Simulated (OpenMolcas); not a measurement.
**Single-point calculation, with input and output: N₂ (charge +1) (part 1 of 3)**

The run: single-point calculation of N₂, charge +1, multiplicity 2. Method and program: ROMP2/def2-TZVPPD, ROHF (OpenMolcas 26.06).

The geometry is that of the parent species in another charge or spin state. The geometry comes from this level: PBE0-D4/def2-TZVP.

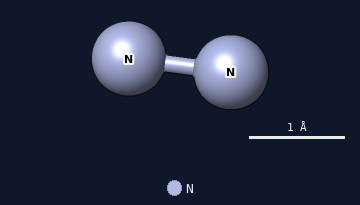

*The input geometry (ball-and-stick view, seen at an oblique angle).*

Bond lengths as drawn: N–N 1.09 Å.

**Results in brief**

```csv
quantity,value
outcome,converged
total energy,−108.823502 hartree
SCF energy,−108.403682 hartree
correlation energy,−0.419820 hartree
basis functions,74
hardware,"1 thread of Arm Neoverse V2, 24 GiB of memory available, shared host"
wall time,6.3 s
peak memory,0.43 GiB
```

**Input file**
```
&GATEWAY
  BASLIB = $CurrDir
  COORD = geom.xyz
  BASIS = def2-TZVPPD
  GROUP = NoSym

&SEWARD

&SCF
  UHF
  CHARGE = 1
  SPIN = 2
  THRESHOLDS = 1e-10 1e-07 1e-07 1e-05
  PRORBITALS = 1 2

&RASSCF
  FILEORB = $Project.UnaOrb
  SPIN = 2
  NACTEL = 1 0 0
  INACTIVE = 6
  RAS2 = 1
  OUTORBITALS = Canonical
  ORBLISTING = Nothing

&CASPT2
  IPEA = 0.0
  FROZEN = 2
```

**File geom.xyz**
```
2

N      0.465500    -0.150300     0.239800
N     -0.465500     0.150300    -0.239800
```

Launch command:
```bash
export MOLCAS_MEM=1860
pymolcas calc.inp > calc.log
```

**What the program printed**
```
--- Start Module: gateway ---

                                              &GATEWAY

                       available to each process: 1.9 GB of memory, 1 thread

 Basis Set     1 Label: N.DEF2-TZVPPD
 Basis set is read from library:.
 basistype.tbl is not found

++    Symmetry information:
      ---------------------

                    Character Table for C1

                             E
                    a        1  x, y, xy, Rz, z, xz, Ry, yz, Rx, I
--

++    Basis set information:
      ----------------------

      Basis set label: N.DEF2-TZVPPD.........

      Electronic valence basis set:
      ------------------
      Associated Effective Charge   7.000000 au
      Associated Actual Charge      7.000000 au
      Nuclear Model: Point charge

      Shell  nPrim  nBasis  Cartesian Spherical Contaminant
         s      12       6        X
         p       6       3        X
         d       3       3                 X
         f       1       1                 X
--

++    Molecular structure info:
      -------------------------

                    ************************************************
                    **** Cartesian Coordinates / bohr, angstrom ****
                    ************************************************

     Center  Label                x              y              z                     x              y              z
        1      N1               0.879668      -0.284026       0.453156              0.465500      -0.150300       0.239800
        2      N2              -0.879668       0.284026      -0.453156             -0.465500       0.150300      -0.239800
--

            Nuclear Potential Energy             23.79834176 au

--- Stop Module: gateway /rc=_RC_ALL_IS_WELL_ ---

--- Start Module: seward ---

                                              &SEWARD

                       available to each process: 1.9 GB of memory, 1 thread

               SEWARD will generate:
                  Multipole Moment integrals up to order  2
                  Kinetic Energy integrals
                  Nuclear Attraction integrals (point charge)
                  One-Electron Hamiltonian integrals
                  Velocity integrals
                  Orbital angular momentum around ( -0.0000   0.0000   0.0000 )
                  Velocity quadrupole around ( -0.0000   0.0000   0.0000 )
                  Two-Electron Repulsion integrals

                   Integrals are discarded if absolute value <: 1.00E-14
                   Integral cutoff threshold is set to       <: 1.00E-16

            Nuclear Potential Energy             23.79834176 au

      Basis set specifications :
      Symmetry species         a
      Basis functions           74

--- Stop Module: seward /rc=_RC_ALL_IS_WELL_ ---
--- Module seward spent 1 second ---

--- Start Module: scf ---

                                                &SCF

                       available to each process: 1.9 GB of memory, 1 thread

++    Input section:
      --------------

      Header of the integral files:

      Cartesian coordinates in angstrom:
      -----------------------------------------------------
      No.  Label        X            Y            Z
      -----------------------------------------------------
       1   N1         0.46550000  -0.15030000   0.23980000
       2   N2        -0.46550000   0.15030000  -0.23980000
      -----------------------------------------------------
      Nuclear repulsion energy =   23.79834176
--

++    Orbital specifications:
      -----------------------

      Symmetry species               1
                                     a
      Frozen orbitals                0
      Start temperature = 0.500
      End temperature   = 0.010
      Temperature Factor= 0.460
      Deleted orbitals               0
      Total number of orbitals      74
      Number of basis functions     74
--

      Molecular charge                           1.000

++    Optimization specifications:
      ----------------------------

      SCF Algorithm: Conventional USCF
      D(i)-D(i-1) density differences are used
      Number of density matrices in core                 5
      Maximum number of NDDO SCF iterations            400
      Maximum number of HF SCF iterations              400
      Threshold for SCF energy change             1.00E-10
      Threshold for density matrix                1.00E-07
      Threshold for Fock matrix                   1.00E-07
      Threshold for linear dependence             1.00E-09
      Threshold at which DIIS is turned on        1.50E-01
      Maximum depth in the DIIS procedure                5
      Maximum depth in the BFGS Hessian update          30
      Threshold at which QNR/C2DIIS is turned on  7.50E-02
      Threshold for Norm(delta) (QNR/C2DIIS)      1.00E-05
      All orbitals punched on: UHFORB
--

      Input vectors read from INPORB
      Orbital file label: *Guess orbitals

++ Convergence information
                               UHF SCF        iterations: Energy and convergence statistics

Iter     Tot. SCF        One-elec.       Two-elec.     Energy      Max Dij or  Max Fij      DNorm      TNorm      AccCon     Time
         Energy          Energy          Energy        Change      Delta Norm                                                in Sec.
   1  -105.583657693  -185.385149403    56.003149946   0.00E+00    1.75E-01*   2.92E+00*    1.28E+01   7.60E+01   None         0.
   2  -106.746124089  -184.275036864    53.730571010  -1.16E+00*   5.91E-02*   5.57E-02*    2.17E+02   7.47E+01   EDIIS        0.
   3  -108.085364350  -188.862816603    56.979110489  -1.34E+00*   5.66E-02*   7.59E-02*    2.28E+02   7.69E+01   EDIIS        0.
   4  -108.274793594  -187.995319156    55.922183798  -1.89E-01*   2.67E-02*   2.56E-02*    7.04E-01   7.64E+01   EDIIS        0.
   5  -108.402307870  -188.343065312    56.142415678  -1.28E-01*   5.11E-02*   3.51E-02*    4.46E-01   7.66E+01   EDIIS        0.
   6  -108.413007787  -188.301313039    56.089963488  -1.07E-02*   1.80E-02*   1.33E-02*    1.63E-01   7.66E+01   EDIIS        0.
   7  -108.413802974  -188.320544431    56.108399693  -7.95E-04*   8.42E-03*   5.67E-03*    5.66E-02   7.66E+01   EDIIS        0.

       Fermi aufbau procedure completed!
      nOcc(alpha)=    7
      nOcc(beta) =    6

   8  -108.413926663  -188.317324978    56.105056552  -1.24E-04*   5.01E-04*   3.98E-03*    2.24E-02   7.66E+01   c2DIIS       0.
   9  -108.413950850  -188.318355277    56.106062663  -2.42E-05*   4.60E-04*   2.06E-04*    2.26E-03   7.66E+01   QNRc2DIIS    0.
  10  -108.413950962  -188.317541797    56.105249072  -1.12E-07*   3.43E-04*   8.48E-05*    7.42E-04   7.66E+01   QNRc2DIIS    0.
  11  -108.413950988  -188.317597816    56.105305065  -2.59E-08*   2.62E-05*   9.92E-06*    5.33E-04   7.66E+01   QNRc2DIIS    0.
  12  -108.413950988  -188.317571053    56.105278301  -3.27E-10*   1.15E-05*   2.41E-06*    4.37E-05   7.66E+01   QNRc2DIIS    0.
  13  -108.413950988  -188.317576262    56.105283510  -3.60E-11    5.61E-07    1.34E-07*    1.81E-05   7.66E+01   QNRc2DIIS    0.
  14  -108.413950988  -188.317576196    56.105283445   2.27E-13*   6.03E-08    1.25E-08     1.51E-06   7.66E+01   QNRc2DIIS    0.
  15  -108.413950988  -188.317576204    56.105283452   1.42E-13*   1.94E-08    3.36E-09     2.34E-07   7.66E+01   QNRc2DIIS    0.
  16  -108.413950988  -188.317576207    56.105283456  -3.69E-13    2.59E-09    5.67E-10     4.49E-08   7.66E+01   QNRc2DIIS    0.

       Convergence after  16 Iterations
--

 *****************************************************************************************************************************
 *                                             SCF/KS-DFT Program, Final results                                             *
 *                                                       Final Results                                                       *
 *****************************************************************************************************************************

::    Total SCF energy                               -108.4139509880
      One-electron energy                            -188.3175762075
      Two-electron energy                              56.1052834557
      Nuclear repulsion energy                         23.7983417638
      Kinetic energy (interpolated)                   108.3622154871
      Virial theorem                                    1.0004774312
      Total spin, S(S+1)                                0.7668017974
      Total spin, S                                     0.5083659045
      Max non-diagonal density matrix element           0.0000000010
      Max non-diagonal Fock matrix element              0.0000000002

      All orbitals with orbital energies smaller than  E(LUMO)+0.5 are printed

++    Molecular orbitals:
      -------------------

      Title: UHF orbitals (alpha)

      Molecular orbitals for symmetry species 1: a

      Basis set list:
        1 N1     1s                 16 N1     3d2-               31 N1     4f3-               46 N2     2px                61 N2     3d0
        2 N1     1s                 17 N1     3d2-               32 N1     4f2-               47 N2     2py                62 N2     3d1+
        3 N1     1s                 18 N1     3d2-               33 N1     4f1-               48 N2     2py                63 N2     3d1+
        4 N1     1s                 19 N1     3d1-               34 N1     4f0                49 N2     2py                64 N2     3d1+
        5 N1     1s                 20 N1     3d1-               35 N1     4f1+               50 N2     2pz                65 N2     3d2+
        6 N1     1s                 21 N1     3d1-               36 N1     4f2+               51 N2     2pz                66 N2     3d2+
        7 N1     2px                22 N1     3d0                37 N1     4f3+               52 N2     2pz                67 N2     3d2+
        8 N1     2px                23 N1     3d0                38 N2     1s                 53 N2     3d2-               68 N2     4f3-
        9 N1     2px                24 N1     3d0                39 N2     1s                 54 N2     3d2-               69 N2     4f2-
       10 N1     2py                25 N1     3d1+               40 N2     1s                 55 N2     3d2-               70 N2     4f1-
       11 N1     2py                26 N1     3d1+               41 N2     1s                 56 N2     3d1-               71 N2     4f0
       12 N1     2py                27 N1     3d1+               42 N2     1s                 57 N2     3d1-               72 N2     4f1+
       13 N1     2pz                28 N1     3d2+               43 N2     1s                 58 N2     3d1-               73 N2     4f2+
       14 N1     2pz                29 N1     3d2+               44 N2     2px                59 N2     3d0                74 N2     4f3+
       15 N1     2pz                30 N1     3d2+               45 N2     2px                60 N2     3d0

  Index Energy  Occupation Coefficients ...

    1  -16.1848    1.0000          1 N1     1s     ( 0.317),     2 N1     1s     ( 0.445),    38 N2     1s     ( 0.317),    39 N2     1s     ( 0.445),

    2  -16.1808    1.0000          1 N1     1s     (-0.318),     2 N1     1s     (-0.446),    38 N2     1s     ( 0.318),    39 N2     1s     ( 0.446),

    3   -1.9412    1.0000          2 N1     1s     (-0.178),     3 N1     1s     ( 0.279),     4 N1     1s     ( 0.247),     7 N1     2px    (-0.149),
                                  39 N2     1s     (-0.178),    40 N2     1s     ( 0.279),    41 N2     1s     ( 0.247),    44 N2     2px    ( 0.149),

    4   -1.2688    1.0000          3 N1     1s     ( 0.289),     4 N1     1s     ( 0.362),    40 N2     1s     (-0.289),    41 N2     1s     (-0.362),

    5   -1.1477    1.0000          4 N1     1s     (-0.234),     7 N1     2px    (-0.308),     8 N1     2px    (-0.222),    13 N1     2pz    (-0.159),
                                  41 N2     1s     (-0.234),    44 N2     2px    ( 0.308),    45 N2     2px    ( 0.222),    50 N2     2pz    ( 0.159),

    6   -1.0462    1.0000         10 N1     2py    ( 0.299),    11 N1     2py    ( 0.262),    47 N2     2py    ( 0.299),    48 N2     2py    ( 0.262),

    7   -1.0462    1.0000          7 N1     2px    (-0.170),     8 N1     2px    (-0.149),    13 N1     2pz    ( 0.262),    14 N1     2pz    ( 0.230),
                                  44 N2     2px    (-0.170),    45 N2     2px    (-0.149),    50 N2     2pz    ( 0.262),    51 N2     2pz    ( 0.230),

    8   -0.2439    0.0000         13 N1     2pz    (-0.308),    14 N1     2pz    (-0.325),    15 N1     2pz    (-0.235),    50 N2     2pz    ( 0.308),
                                  51 N2     2pz    ( 0.325),    52 N2     2pz    ( 0.235),

    9   -0.2439    0.0000         10 N1     2py    (-0.329),    11 N1     2py    (-0.347),    12 N1     2py    (-0.250),    47 N2     2py    ( 0.329),
                                  48 N2     2py    ( 0.347),    49 N2     2py    ( 0.250),

   10   -0.0972    0.0000          5 N1     1s     (-1.261),     6 N1     1s     ( 1.440),    42 N2     1s     (-1.261),    43 N2     1s     ( 1.440),

   11   -0.0508    0.0000          5 N1     1s     (-5.877),     6 N1     1s     (-3.659),    42 N2     1s     ( 5.877),    43 N2     1s     ( 3.659),

   12    0.0686    0.0000          5 N1     1s     (-1.329),     6 N1     1s     ( 1.046),     9 N1     2px    (-0.721),    27 N1     3d1+   ( 0.679),
                                  42 N2     1s     (-1.329),    43 N2     1s     ( 1.046),    46 N2     2px    ( 0.721),    64 N2     3d1+   ( 0.679),

   13    0.1079    0.0000         24 N1     3d0    ( 0.368),    27 N1     3d1+   (-0.203),    30 N1     3d2+   ( 0.260),    61 N2     3d0    ( 0.368),
                                  64 N2     3d1+   (-0.203),    67 N2     3d2+   ( 0.260),

   14    0.1079    0.0000         21 N1     3d1-   ( 0.452),    58 N2     3d1-   ( 0.452),

   15    0.1102    0.0000         12 N1     2py    (-0.738),    49 N2     2py    (-0.738),

   16    0.1102    0.0000          9 N1     2px    ( 0.374),    15 N1     2pz    (-0.671),    46 N2     2px    ( 0.374),    52 N2     2pz    (-0.671),

   17    0.1498    0.0000         12 N1     2py    (-3.166),    49 N2     2py    ( 3.166),

   18    0.1498    0.0000          9 N1     2px    (-1.826),    15 N1     2pz    ( 2.764),    46 N2     2px    ( 1.826),    52 N2     2pz    (-2.764),

   19    0.1909    0.0000          5 N1     1s     (-34.73),    42 N2     1s     ( 34.73),

--

      All orbitals with orbital energies smaller than  E(LUMO)+0.5 are printed

++    Molecular orbitals:
      -------------------

      Title: UHF orbitals (beta)

      Molecular orbitals for symmetry species 1: a

      Basis set list:
        1 N1     1s                 16 N1     3d2-               31 N1     4f3-               46 N2     2px                61 N2     3d0
        2 N1     1s                 17 N1     3d2-               32 N1     4f2-               47 N2     2py                62 N2     3d1+
        3 N1     1s                 18 N1     3d2-               33 N1     4f1-               48 N2     2py                63 N2     3d1+
        4 N1     1s                 19 N1     3d1-               34 N1     4f0                49 N2     2py                64 N2     3d1+
        5 N1     1s                 20 N1     3d1-               35 N1     4f1+               50 N2     2pz                65 N2     3d2+
        6 N1     1s                 21 N1     3d1-               36 N1     4f2+               51 N2     2pz                66 N2     3d2+
        7 N1     2px                22 N1     3d0                37 N1     4f3+               52 N2     2pz                67 N2     3d2+
        8 N1     2px                23 N1     3d0                38 N2     1s                 53 N2     3d2-               68 N2     4f3-
        9 N1     2px                24 N1     3d0                39 N2     1s                 54 N2     3d2-               69 N2     4f2-
       10 N1     2py                25 N1     3d1+               40 N2     1s                 55 N2     3d2-               70 N2     4f1-
       11 N1     2py                26 N1     3d1+               41 N2     1s                 56 N2     3d1-               71 N2     4f0
       12 N1     2py                27 N1     3d1+               42 N2     1s                 57 N2     3d1-               72 N2     4f1+
       13 N1     2pz                28 N1     3d2+               43 N2     1s                 58 N2     3d1-               73 N2     4f2+
       14 N1     2pz                29 N1     3d2+               44 N2     2px                59 N2     3d0                74 N2     4f3+
       15 N1     2pz                30 N1     3d2+               45 N2     2px                60 N2     3d0

  Index Energy  Occupation Coefficients ...

    1  -16.1632    1.0000          1 N1     1s     ( 0.318),     2 N1     1s     ( 0.446),    38 N2     1s     ( 0.318),    39 N2     1s     ( 0.446),

    2  -16.1606    1.0000          1 N1     1s     (-0.318),     2 N1     1s     (-0.446),    38 N2     1s     ( 0.318),    39 N2     1s     ( 0.446),

    3   -1.8696    1.0000          2 N1     1s     (-0.178),     3 N1     1s     ( 0.277),     4 N1     1s     ( 0.263),    39 N2     1s     (-0.178),
                                  40 N2     1s     ( 0.277),    41 N2     1s     ( 0.263),

    4   -1.0373    1.0000          3 N1     1s     (-0.282),     4 N1     1s     (-0.450),     5 N1     1s     (-0.246),    40 N2     1s     ( 0.282),
                                  41 N2     1s     ( 0.450),    42 N2     1s     ( 0.246),

    5   -1.0303    1.0000         10 N1     2py    ( 0.304),    11 N1     2py    ( 0.267),    47 N2     2py    ( 0.304),    48 N2     2py    ( 0.267),

    6   -1.0303    1.0000          7 N1     2px    (-0.165),     8 N1     2px    (-0.145),    13 N1     2pz    ( 0.270),    14 N1     2pz    ( 0.238),
                                  44 N2     2px    (-0.165),    45 N2     2px    (-0.145),    50 N2     2pz    ( 0.270),    51 N2     2pz    ( 0.238),
```
